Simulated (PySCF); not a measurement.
# What a change does: NMR shielding calculation on SiH3SCl

System: SiH3SCl (ClH2Si(SH)), SMILES S[SiH2]Cl.
Method of run A: GIAO WP04/pcSseg-2 NMR shielding, non-relativistic, gas phase (PySCF 2.14.0).

The geometry comes from this level: PBE0-D3(BJ)/def2-SVP. Text and figures count atoms from 1; the logs count them from 0 in places.

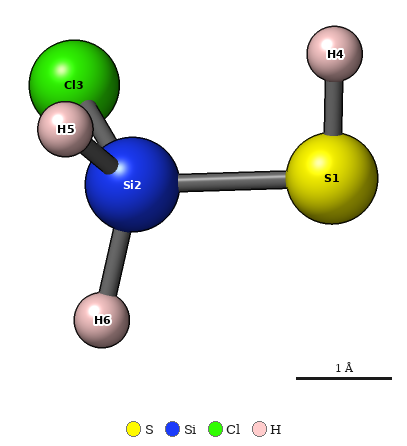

Figure 1. The structure as given in the input (ball-and-stick view, seen at a tilt; atoms are numbered from 1 in the order of the input). Bond lengths as drawn: Cl–Si 2.07 Å, H–S 1.35 Å, H–Si 1.48 to 1.49 Å and S–Si 2.13 Å.

Input, run A:
```
{"job": {"kind": "nmr", "xc": "WP04", "basis": "pcSseg-2", "pop": false}, "charge": 0, "multiplicity": 1}
S      1.537710    -0.221915    -0.722513
Si    -0.476729    -0.188478    -0.028754
Cl    -1.272679     1.719865    -0.012842
H      2.033731     0.425936     0.355207
H     -0.578781    -0.709423     1.360107
H     -1.237013    -1.022015    -0.994365
```

The first line tells a small driver script what to run in PySCF; the rest is the geometry in Å.

Command:
```bash
OMP_NUM_THREADS=1 python <driver script> task.json out
```

Hardware: 1 CPU thread, shared host.

Output (run A):
```
coarse grid: 6736 points
cycle   1  E = -1161.1492028726  dE =  6.974e-02  |g| = 5.164e-01  |ddm| = 1.923e+00
cycle   2  E = -1161.1221347921  dE =  2.707e-02  |g| = 6.074e-01  |ddm| = 9.981e-01
cycle   3  E = -1161.2041103092  dE = -8.198e-02  |g| = 7.669e-02  |ddm| = 5.902e-01
cycle   4  E = -1161.2055013785  dE = -1.391e-03  |g| = 2.011e-02  |ddm| = 8.096e-02
cycle   5  E = -1161.2056058628  dE = -1.045e-04  |g| = 4.641e-03  |ddm| = 2.162e-02
cycle   6  E = -1161.2056112073  dE = -5.345e-06  |g| = 1.144e-03  |ddm| = 4.615e-03
final grid: 51536 points
cycle   7  E = -1161.2161209564  dE = -2.435e-05  |g| = 2.919e-03  |ddm| = 1.451e-02
cycle   8  E = -1161.2161207229  dE =  2.334e-07  |g| = 2.465e-03  |ddm| = 4.071e-03
cycle   9  E = -1161.2161219998  dE = -1.277e-06  |g| = 6.640e-04  |ddm| = 2.638e-03
cycle  10  E = -1161.2161221068  dE = -1.071e-07  |g| = 1.494e-04  |ddm| = 6.768e-04
cycle  11  E = -1161.2161221124  dE = -5.553e-09  |g| = 2.899e-05  |ddm| = 1.405e-04
cycle  12  E = -1161.2161221126  dE = -1.855e-10  |g| = 8.975e-06  |ddm| = 3.002e-05
converged SCF energy = -1161.2161221126

GIAO shielding tensors (ppm)
atom      isotropic    diamagn.    paramagn.     s11        s22        s33       span
  0 S      615.630    1060.466    -444.836    493.419    616.999    736.474    243.056
  1 Si     333.012     878.628    -545.616    256.574    361.423    381.039    124.465
  2 Cl     888.291    1152.615    -264.324    768.496    874.558   1021.821    253.325
  3 H       30.961      30.771       0.190     24.093     28.505     40.285     16.192
  4 H       26.464      29.105      -2.642     21.920     25.621     31.852      9.932
  5 H       26.770      28.697      -1.926     22.586     25.573     32.152      9.566
```

Run B used a changed input.

The two runs side by side:

```tsv
quantity	run A	run B
outcome	converged	converged
total energy (hartree)	−1161.216122	−1149.854798
HOMO (eV)	−8.94	−9.28
LUMO (eV)	−2.15	0.69
dipole moment (D)	1.28	1.30
shielding of S1 (ppm)	615.6	648.5
shielding of Si2 (ppm)	333.0	335.5
shielding of Cl3 (ppm)	888.3	893.9
shielding of H4 (ppm)	31.0	30.3
shielding of H5 (ppm)	26.5	25.7
shielding of H6 (ppm)	26.8	26.0
SCF iterations	12	11
basis functions	171	171
wall time (shared host)	14 s	19 s
```

What was changed in the input?

The change (lines with − go, lines with + come):
```diff
-"xc": "WP04"
+"xc": "CAM-B3LYP"
```

The total energies belong to different methods, so their difference says nothing on which is more stable or more accurate. The HOMO goes from −8.94 to −9.28 eV. The LUMO goes from −2.15 to 0.69 eV. Of all shieldings, the largest change is that of S1, by +32.9 ppm. The functional changes from WP04 to CAM-B3LYP. Exact exchange removes part of the self-interaction error of semilocal functionals, which pushes filled and empty levels apart. The SCF takes 11 iterations against 12.

Output (run B):
```
coarse grid: 6736 points
cycle   1  E = -1149.8112491589  dE =  5.510e-02  |g| = 3.492e-01  |ddm| = 1.831e+00
cycle   2  E = -1149.8225834470  dE = -1.133e-02  |g| = 3.300e-01  |ddm| = 6.013e-01
cycle   3  E = -1149.8474328498  dE = -2.485e-02  |g| = 2.515e-02  |ddm| = 2.810e-01
cycle   4  E = -1149.8475588286  dE = -1.260e-04  |g| = 7.534e-03  |ddm| = 2.413e-02
cycle   5  E = -1149.8475766601  dE = -1.783e-05  |g| = 3.351e-03  |ddm| = 1.178e-02
cycle   6  E = -1149.8475796992  dE = -3.039e-06  |g| = 4.080e-04  |ddm| = 3.307e-03
final grid: 51536 points
cycle   7  E = -1149.8547977080  dE = -8.753e-06  |g| = 1.383e-03  |ddm| = 7.081e-03
cycle   8  E = -1149.8547978274  dE = -1.194e-07  |g| = 9.515e-04  |ddm| = 1.717e-03
cycle   9  E = -1149.8547979982  dE = -1.708e-07  |g| = 1.756e-04  |ddm| = 8.581e-04
cycle  10  E = -1149.8547980027  dE = -4.493e-09  |g| = 2.466e-05  |ddm| = 1.215e-04
cycle  11  E = -1149.8547980028  dE = -1.216e-10  |g| = 9.777e-06  |ddm| = 3.133e-05
converged SCF energy = -1149.8547980028

GIAO shielding tensors (ppm)
atom      isotropic    diamagn.    paramagn.     s11        s22        s33       span
  0 S      648.518    1056.818    -408.299    522.018    663.210    760.327    238.308
  1 Si     335.501     875.872    -540.371    258.702    361.121    386.678    127.976
  2 Cl     893.935    1148.577    -254.641    770.472    893.545   1017.789    247.317
  3 H       30.287      30.295      -0.007     23.288     27.577     39.997     16.709
  4 H       25.726      28.197      -2.470     21.097     24.892     31.190     10.093
  5 H       25.967      27.887      -1.920     21.664     24.779     31.458      9.794
```
